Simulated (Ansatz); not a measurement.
# A hypothetical structure for YFeRh, part 2 of 2

Starting from a made-up structure for YFeRh, the aim is the relaxed cell, its shortest contacts and, where a second run follows, its electronic structure.

Ansatz 0.2.0; DFT, PBE, plane-wave PAW, files of the set soft_1, scalar-relativistic, ferromagnetic start, cell and ions relaxed at zero pressure; PAW set soft_1 (the session's first sound run).

So far: The structure; Relaxing cell and atoms. The relaxed cell has a, b, c = 4.997, 5.581, 7.422 Å (conventional setting).

### 3. Bands of the relaxed cell

With the geometry fixed, one more self-consistent run, with a narrower smearing and the mesh shown in its input, gives the bands, and its pressure, and its forces where symmetry allows any, show how far the geometry depends on these settings.

This step: DFT, PBE, plane-wave PAW, files of the set soft_1, scalar-relativistic, ferromagnetic start, bands and density of states at the relaxed cell; PAW set soft_1 (Ansatz 0.2.0).

The input, input.yaml:

```yaml
crystal:
  lattice:
    - [-2.4986203896, 2.790336872, 3.7108717776]
    - [2.4986203896, -2.790336872, 3.7108717776]
    - [2.4986203896, 2.790336872, -3.7108717776]
  atoms:
    - { symbol: Rh, position: [0.0, 0.0, 0.0] }
    - { symbol: Rh, position: [0.5, 0.0, 0.5] }
    - { symbol: "Y", position: [0.8700241282, 0.6200241282, 0.25] }
    - { symbol: "Y", position: [0.1299758718, 0.3799758718, 0.75] }
    - { symbol: Fe, position: [0.5, 0.5, 0.5], spin: 2.4 }
    - { symbol: Fe, position: [0.5, 0.0, 0.0], spin: 2.4 }
magnetization:
  spin_polarized: true
kpoints:
  mp_grid: { grid: [8, 8, 8] }
  band_path:
    path:
      - [[0.0, 0.0, 0.0], [-0.36334143, 0.36334143, 0.36334143], [-0.25469324, 0.25469324, 0.47198961], [0.0, 0.0, 0.5], [0.25, 0.25, 0.25], [0.0, 0.5, 0.0], [0.36334143, 0.63665857, -0.36334143], [0.5, 0.5, -0.5], [0.0, 0.0, 0.0], [0.39135181, -0.39135181, 0.39135181], [0.5, 0.0, 0.0], [0.25, 0.25, 0.25]]
      - [[0.25469324, -0.25469324, 0.52801039], [0.39135181, -0.39135181, 0.39135181]]
      - [[0.60864819, 0.39135181, -0.39135181], [0.5, 0.5, -0.5]]
    npoints: 6
scf:
  occupations: { method: fermi_dirac, width: 0.03 }
  n_extra_bands: 13
hamiltonian:
  xc: pbe
  pseudopotentials: { kind: paw, azcp: { folder: soft_1 } }
output:
  forces: true
  stress: true
  write_bands: true
  dos: { projected: true }
  write_density: true
  write_potential: true
  elf: true
  volumetric_format: npy
```

Launch:

```sh
$ ansatz run input.yaml --threads 4 --pin off --max-ram 10240MiB --backend cpu --events-out ev --progress --plain --runs-dir out
```

Numbers of over 12 decimals in the logs are rounded to 6 here.

Output:

```text
[...]
Crystal: 6 atoms, lattice volume = 103.489 Å³
Basis set: ecut = 420 eV, 2041 PW (Γ), exchange–correlation on 72×72×72 points (8 copies of the dense FFT grid, shifted against one another)
Bands: 57, of which v1, the nominal top of the filled ones, is band 44 counted from 1 (43 counted from 0)
Symmetry: 8 space group operations
[...]
k-points: 95 of 512
[...]
Starting moments: Σ|m| = 4.8 μB on 2 of 6 sites
[...]
SCF iter   1: F=—  HF=-29482.182162 eV  |F-HF|=—  |Δ(HF+E_count)|=         —  Δρ=1.54e-1 (↑1.49e-1 ↓1.54e-1)  dr2=1.93e2  dr2_m=2.36e-1  M=3.981 μB ∫|m|=4.314 μB  β_m=0.30  ethr=3.10e-3  ⟨swp⟩=5.4  Hψ=32213  notcnv=0  defer=2
[...]
SCF iter  14: F=-29466.998432 eV  HF=-29466.998432 eV  |F-HF|=6.77e-9  |Δ(HF+E_count)|=   1.11e-8  Δρ=1.30e-6 (↑1.19e-6 ↓1.30e-6)  dr2=7.36e-9  dr2_m=8.42e-11  M=4.733 μB ∫|m|=6.282 μB  ethr=9.44e-11  ⟨swp⟩=12.1  Hψ=63777  notcnv=0
SCF 1 converged in 14 iterations: F = -29466.998432 eV  dr2 = 7.36e-9
[...]
NSCF: frozen V_eff on 81 k-points
SCF converged after 14 iterations
Magnetization: 4.7335 μB (46.3667 up, 41.6333 down)
Absolute magnetization: 6.2828 μB (∫|ρ↑−ρ↓|, with the PAW one-centre terms)
[...]
Per-site moments (μB) at R_I (Å): [(0.277101, 1.087461), (0.277101, 1.087461), (-0.154784, 1.236338), (-0.154784, 1.236338), (2.425205, 1.030681), (2.425205, 1.030681)]
Free energy (F): -29466.998432 eV
[...]
Internal energy: -29466.983194 eV  (E = F + TS)
E sigma→0 (E₀):  -29466.990813 eV
Entropy (-TS):   -0.015238 eV (-2.540 meV/atom)
Fermi energy:    16.004400 eV
[...]
--- Forces (eV/Å), atoms counted from 1 ---
  atom   1  Rh     0.00000000    -0.00000000     0.00000000
  atom   2  Rh     0.00000000     0.00000000     0.00000000
  atom   3  Y      0.00000000     0.00000000    -0.00769395
  atom   4  Y      0.00000000     0.00000000     0.00769395
  atom   5  Fe    -0.00000000     0.00000000    -0.00000000
  atom   6  Fe    -0.00000000     0.00000000     0.00000000
  max |Σ_I F_I| component: 8.67e-19 eV/Å
--- Stress (GPa, compression-positive) ---
       -0.028240       0.000000       0.000000
        0.000000      -0.090814       0.000000
        0.000000       0.000000      -0.094047
  P = ⅓ Tr σ = -0.0710 GPa (-0.710 kbar)
--- Band table (eV; the first three rows and the last of 190) ---
  k-point 0 ↑: bands = [... 40 lower, 14.7296, 14.8575, 15.5602, 15.6545, 15.7114, 16.1174, 16.2694, 16.3065, ... 9 higher]
  k-point 1 ↑: bands = [... 40 lower, 14.6944, 14.7040, 15.5052, 15.5544, 15.7855, 15.9483, 16.1268, 16.4602, ... 9 higher]
  k-point 2 ↑: bands = [... 40 lower, 14.5472, 14.6948, 15.1275, 15.2406, 15.3336, 15.4211, 15.8298, 16.6825, ... 9 higher]
  k-point 94 ↓: bands = [... 40 lower, 15.1628, 15.3673, 15.5857, 15.7455, 16.8803, 17.1036, 17.2057, 17.2969, ... 9 higher]
```

The job ended after 11 s (4 threads of AMD EPYC 9R45 (Zen 5), shared host; peak memory 1.1 GiB; 42 s of CPU time).

Numbers from this step:

```yaml
free_energy: -29466.9984 eV
energy_at_zero_smearing: -29466.9908 eV
smearing_term_ts: 0.01524 eV
fermi_energy: 16.00 eV
magnetization: 4.733 μB
absolute_magnetization: 6.283 μB
site_moments: 0.2771, 0.2771, -0.1548, -0.1548, 2.425, 2.425 μB
pressure: -0.07103 GPa
```

From bands.tsv, the bands that come nearest the Fermi level along the path, at its corners, in eV from the Fermi level:

```tsv
point	band_44_up	band_45_up	band_46_up	band_39_dn	band_40_dn	band_41_dn	band_42_dn	band_43_dn
Γ	-0.29	0.11	0.26	0.08	0.18	0.21	0.65	0.80
X	-0.88	-0.66	-0.02	-0.92	-0.48	-0.46	-0.14	0.04
L	-0.80	-0.74	0.16	-0.86	-0.48	-0.37	-0.10	0.16
T	-1.16	-1.16	0.27	-1.03	-0.48	-0.48	0.55	0.55
W	-0.79	-0.79	0.12	-0.53	-0.37	-0.37	0.19	0.19
R	-0.87	0.37	0.94	-0.64	-0.43	-0.12	0.56	0.65
X1	-0.88	-0.66	-0.02	-0.92	-0.48	-0.46	-0.14	0.04
Z	-1.07	-0.98	-0.21	-0.89	-0.84	-0.64	-0.42	-0.26
Γ	-0.29	0.11	0.26	0.08	0.18	0.21	0.65	0.80
Y	-1.23	-0.83	-0.17	-0.61	-0.49	-0.31	-0.27	-0.12
S	-1.10	0.15	1.05	-1.00	0.06	0.66	0.71	0.97
W	-0.79	-0.79	0.12	-0.53	-0.37	-0.37	0.19	0.19
L1	-0.80	-0.74	0.16	-0.86	-0.48	-0.37	-0.10	0.16
Y	-1.23	-0.83	-0.17	-0.61	-0.49	-0.31	-0.27	-0.12
Y1	-1.23	-0.83	-0.17	-0.61	-0.49	-0.31	-0.27	-0.12
Z	-1.07	-0.98	-0.21	-0.89	-0.84	-0.64	-0.42	-0.26
```

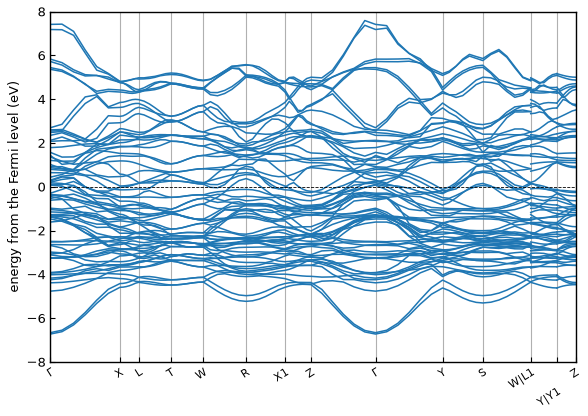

Bands along the path. 48 bands lie wholly below the window drawn.

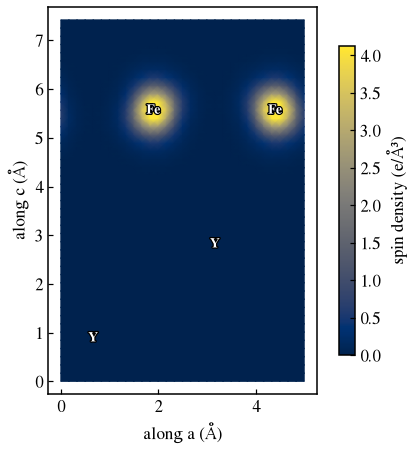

Spin density in the ac plane of the conventional cell at fractional y = 0.250, with atoms of Y and Fe within 0.2 Å of it. The map starts off the cell's origin, so that atoms lie inside it.

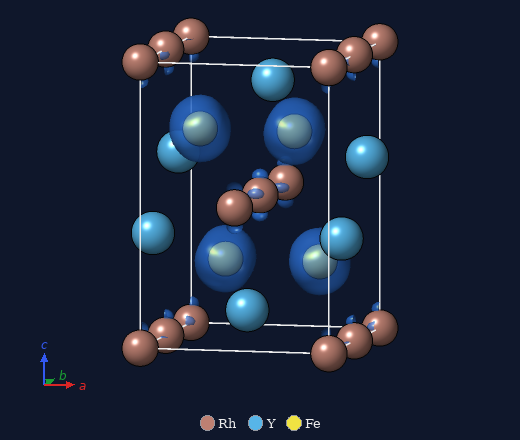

Surface of spin density = 0.17 e/Å³, which holds about 70 % of the integral of its size.

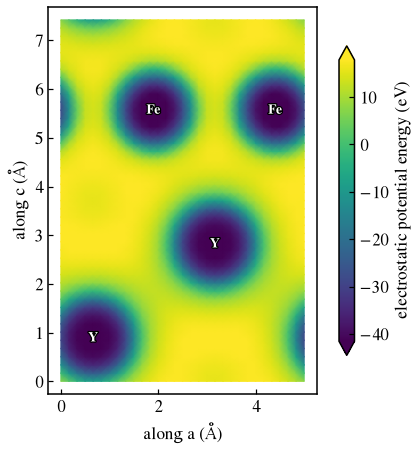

Electrostatic potential energy in the ac plane of the conventional cell at fractional y = 0.250, with atoms of Y and Fe within 0.2 Å of it. With pseudopotentials it is smooth inside the atoms' cores, unlike the true potential. The map starts off the cell's origin, so that atoms lie inside it.

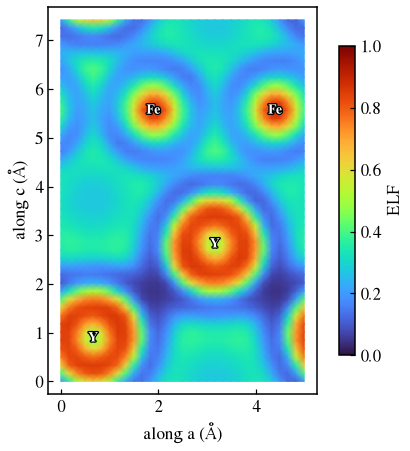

ELF in the ac plane of the conventional cell at fractional y = 0.250, with atoms of Y and Fe within 0.2 Å of it. It is the smooth field of the valence electrons, not physical close to the nuclei. The map starts off the cell's origin, so that atoms lie inside it.

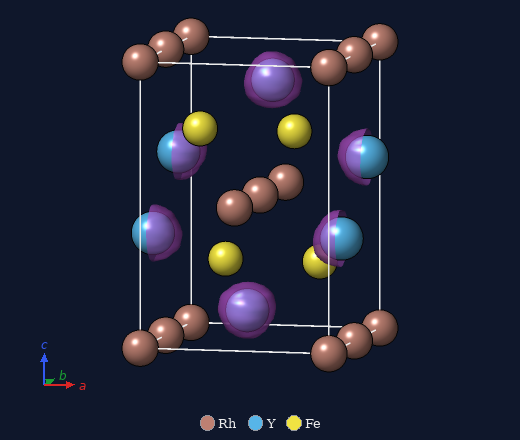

Surface of ELF = 0.81.

### 4. Outcome

| Quantity | Value |
| --- | --- |
| space group, relaxed | Imma |
| conventional cell | a = 4.997, b = 5.581, c = 7.422 Å; α = 90.0°, β = 90.0°, γ = 90.0° |
| volume per atom | 17.25 Å³ (guess 16.31) |
| total moment | 4.72 μB in the cell of 6 atoms |

What this shows: YFeRh relaxes to Imma with a = 4.997, b = 5.581 and c = 7.422 Å. The guessed volume was 5 % too small. The space group Imma was held in the relaxation, so the end point is a stationary structure within it and may be a saddle against distortions or other arrangements. The input starts from parallel moments, and no other start was typed. Bands cross the Fermi level, so it is a metal or semimetal at this level. On the 8×8×8 mesh with the narrower smearing (relaxed on 7×7×7) the largest force component is 0.008 eV/Å and the largest stress component is 0.094 GPa, against the relaxation's thresholds of 0.015 eV/Å and 0.05 GPa. The cutoff wasn't tested. No dispersion term is used, so weakly bound directions may come out too long. Nothing here tests whether the compound is stable against decomposition.

[Logs are printed without paths, hosts, clocks, repeated set-up lines and the standing remarks that a program may print on its own settings, such as how far it seeks lower states.]

[Hosts, paths, dates, database ids (printed as entryN), source tags and the programs' standing remarks are cut or masked in the printed files.]
